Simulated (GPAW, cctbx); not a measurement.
## How far are the atoms of NaSrSnSbS6 from free atoms?

Question: by how much does bonding change the X-ray structure factors of NaSrSnSbS6, and what does a routine refinement make of it?

The cell comes from substitution in a known structure type and wasn't matched to any measured phase. All numbers below are calculated.

## Step 1: Find the equilibrium geometry

The density hangs on the geometry, so cell and atoms are relaxed first, with the symmetry held. The cutoff is set higher than for the density because stress converges slowly with plane waves.

Settings: GPAW 26.7.0, PBE, 570 eV, 3×3×3 k-points, Fermi–Dirac width 0.05 eV, BFGS to 0.03 eV/Å.

```text
cell
1.0
     0.000000000    4.731000000    4.731000000
     4.731000000    0.000000000    4.731000000
     4.731000000    4.731000000    0.000000000
Sb Sn Sr S Na
1 1 1 6 1
Direct
0.000000000 0.000000000 0.000000000
0.500000000 0.500000000 0.500000000
0.250000000 0.250000000 0.250000000
0.251800000 0.251800000 0.748200000
0.748200000 0.748200000 0.251800000
0.251800000 0.748200000 0.251800000
0.748200000 0.251800000 0.748200000
0.251800000 0.748200000 0.748200000
0.748200000 0.251800000 0.251800000
0.750000000 0.750000000 0.750000000
```

```console
$ OMP_NUM_THREADS=1 mpirun -n 4 gpaw python run.py > gpaw.log
```

```text
BFGS:    0      -38.609872        2.072806
BFGS:    1      -38.828857        1.947571
BFGS:    2      -39.567738        1.411875
BFGS:    3      -40.007550        0.948338
...
BFGS:    6      -40.499209        0.480290
BFGS:    7      -40.538336        0.148858
BFGS:    8      -40.544200        0.023737
cell  7.1437 7.1437 7.1437  60.00 60.00 60.00
volume 257.782 A^3, largest force 0.002 eV/A, largest stress 0.15 GPa
```

The cell moved far, while the k-mesh and basis were chosen for the start, so the final shape may be somewhat biased.

After 8 steps the volume has changed by +21.7 % and the energy by -1.934 eV; the largest stress left is 0.15 GPa. It took 58 s on 4 cores of AMD EPYC 9B45 (Zen 5) (shared host), peak memory 1.6 GiB.

Relaxed structure: F-43m (no. 216), a = 10.1027 Å, b = 10.1027 Å, c = 10.1027 Å, α = 90.00°, β = 90.00°, γ = 90.00°.

| atom | mult. | x | y | z |
| --- | --- | --- | --- | --- |
| Sb1 | 4 | 0 | 0 | 0 |
| Sn1 | 4 | 1/2 | 0 | 0 |
| Sr1 | 4 | 1/4 | 1/4 | 3/4 |
| S1 | 24 | 1/2 | 0.2514 | 0 |
| Na1 | 4 | 1/4 | 3/4 | 3/4 |

## Step 2: Density and charge transfer

X-rays see the whole electron density, so the PAW density is rebuilt with its core regions. Subtracting spherical free atoms from the same code cancels the cores and leaves the deformation density Δρ, the part due to bonding.

Settings: PBE, 450 eV, 3×3×3 k-points, Fermi–Dirac width 0.05 eV; primitive cell of 10 atoms.

```console
$ OMP_NUM_THREADS=1 mpirun -n 4 gpaw python run.py > gpaw.log
```

```text
|iter:   1|       0s |  -42.329021 | +0.43 |       |
|iter:   2|       1s |  -41.971678 | -0.90 | -1.11 |
|iter:   3|       1s |  -40.436019 | -0.90 | -1.16 |
...
|iter:   9|       4s |  -40.393347c| -6.29 | -4.10c|
|iter:  10|       4s |  -40.393347c| -6.96 | -4.79c|
|iter:  11|       4s |  -40.393347c| -7.58c| -5.36c|
```

```text
grid (70, 70, 70)  electrons 246.000  moved by bonding 2.115 e
deformation density beyond 0.5 A of the nuclei: max 0.075, min -0.088 e/A^3
atom        x       y       z   Voronoi charge  moment
Sb1    0.0000  0.0000  0.0000      0.470       0.00
Sn2    0.5000  0.5000  0.5000      0.413       0.00
Sr3    0.7500  0.7500  0.7500      0.382       0.00
S 4    0.7514  0.2486  0.7514     -0.267       0.00
S 5    0.2486  0.7514  0.2486     -0.267       0.00
S 6    0.2486  0.2486  0.7514     -0.267       0.00
S 7    0.7514  0.7514  0.2486     -0.267       0.00
S 8    0.2486  0.7514  0.7514     -0.267       0.00
S 9    0.7514  0.2486  0.2486     -0.267       0.00
Na10   0.2500  0.2500  0.2500      0.338       0.00
mean inner potential of superposed free atoms 12.999 V
total magnetic moment 0.000 muB
```

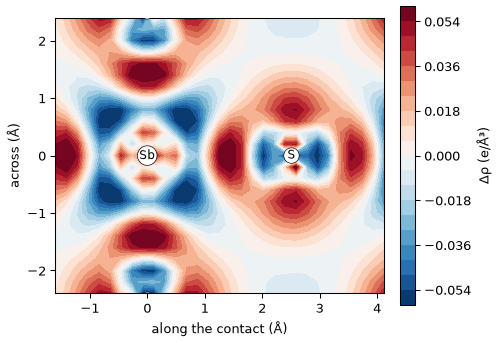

Deformation density in a plane through the shortest contact of the Sb atom at the origin; red gains electrons, blue loses them.

S gains most (-0.27 e) and Sb loses most (+0.47 e); S is the most electronegative element, but the order of the others doesn't follow electronegativity. Such charges fall far short of formal ones, since overlapping free atoms already put density on their neighbours. Along the shortest contact from the Sb atom at the map's origin, Sb–S at 2.51 Å, Δρ is +0.06 e/Å³ at the midpoint and highest, +0.07, 1.44 Å from Sb (points within 0.5 Å of a nucleus left out): a modest build-up. At the midpoints of other shortest contacts it is +0.04 (Sn–S, 2.54 Å) e/Å³. Point values carry grid noise of about 0.01 e/Å³. The run needed 11 iterations, 10 s.

## Step 3: Structure factors

The Fourier components of Δρ, added to those of the free atoms, give the static X-ray structure factors; the Mott–Bethe relation turns them into the Fourier components V of the potential that fast electrons feel.

```text
static structure factors of the conventional cell: F in electrons, V (Mott-Bethe) in volts
   h  k  l      d  |F| table  |F| free   |F| DFT   change   |V| free  |V| DFT  change %
   1  1  1  5.8328   100.840   101.104   101.113    0.008     1.080    1.080     -0.1
   0  2  0  5.0514   311.519   311.284   311.769    0.485     2.806    2.751     -2.0
   0  2  2  3.5718   418.370   418.582   415.207   -3.375     3.032    3.223      6.3
   1  3  1  3.0461    90.890    90.981    91.180    0.199     0.704    0.696     -1.2
   2  2  2  2.9164   107.077   107.307   110.922    3.615     2.595    2.458     -5.3
   0  4  0  2.5257   747.706   748.039   749.540    1.501     6.689    6.646     -0.6
   1  3  3  2.3177    84.835    84.912    85.122    0.210     0.552    0.547     -0.9
   0  4  2  2.2590   251.092   251.471   251.590    0.119     1.916    1.914     -0.1
   2  4  2  2.0622   368.544   368.125   368.943    0.817     1.963    1.947     -0.8
   3  3  3  1.9443    80.317    80.447    80.776    0.329     0.466    0.460     -1.2
   1  5  1  1.9443    80.570    80.707    80.773    0.066     0.470    0.469     -0.3
   0  4  4  1.7859   649.297   649.417   648.331   -1.086     4.742    4.757      0.3
   1  5  3  1.7077    76.780    76.949    76.802   -0.147     0.406    0.408      0.5
   2  4  4  1.6838   223.211   223.314   222.719   -0.595     1.418    1.426      0.5
```

The largest X-ray change is +3.62 e on 222, 3.4 % of |F|. For electrons V goes as (Z − F)/g², so a change of F counts against Z − F, which is small at low angle and wherever the atoms' terms cancel: |V| of 022 moves by +6.3 % (3.03 to 3.22 V) against -0.8 % in |F|. The last three rows still change by up to 1.09 e; the table stops while the angles are still low. The tabulated Hartree–Fock atoms differ from the free DFT atoms by up to 0.42 e, so the choice of reference atom matters too.

## Step 4: What a spherical-atom refinement makes of it

Routine crystallography fits spherical atoms. To see the bias, intensities are simulated from tabulated atoms plus the DFT change ΔF, so that bonding alone can misfit (11934 reflections of the full sphere, merged to the counts below, to 0.45 Å, 1 % proportional noise plus counting noise, assumed isotropic U as listed, Δρ smeared by the mean U) and refined with cctbx over different ranges.

```
                    range  data      R1  GooF  U Sb1 (true 0.0065)  U Sn1 (true 0.0066)  U Sr1 (true 0.0073)  U S1 (true 0.0098)  largest shift (Å)  Δρ max, min (e/Å³)
                 all data   647  0.0044  1.04               0.0065               0.0066               0.0073              0.0098             0.0005         0.13, -0.17
 low resolution, d > 0.84   123  0.0037  1.31               0.0064               0.0067               0.0073              0.0099             0.0058         0.08, -0.08
     high order, d < 0.75   480  0.0050  0.96               0.0065               0.0066               0.0073              0.0098             0.0000         0.14, -0.15
occupancies free, d > 0.7   195  0.0038  1.21               0.0060               0.0071               0.0073              0.0098             0.0006         0.09, -0.11
```

With all data GooF is 1.04, diluted by the many high-angle data; the misfit shows at low resolution; the top residual peak, near noise level, lies 0.89 Å from S and 2.66 Å from Sb. No U is off by more than 3 s.u. at low resolution. With Sb1 held at 1 and the scale free, the other occupancies refine to Sn1 1.028(0.019), Sr1 1.013(0.010), S1 1.013(0.010) and Na1 1.009(0.011), within three s.u. of full.

## Step 5: Answer

Bonding moves 2.12 e in the primitive cell of NaSrSnSbS6 and changes the structure factors of the conventional cell in the table above by at most 3.62 e (222, 3.4 %). The shortest bond, Sb–S, has Δρ = +0.06 e/Å³ at its midpoint. With all data GooF is 1.04, diluted by the many high-angle data. Limits: static density, frozen cores, no spin–orbit coupling.

[Outputs are excerpts: Python notices, other lines and further rows are left out; steps that failed or that the build refused (PBEsol, TPSS) are not shown.]

[Logs are printed without paths, hosts, clocks, repeated set-up lines and the standing remarks that a program may print on its own settings, such as how far it seeks lower states.]
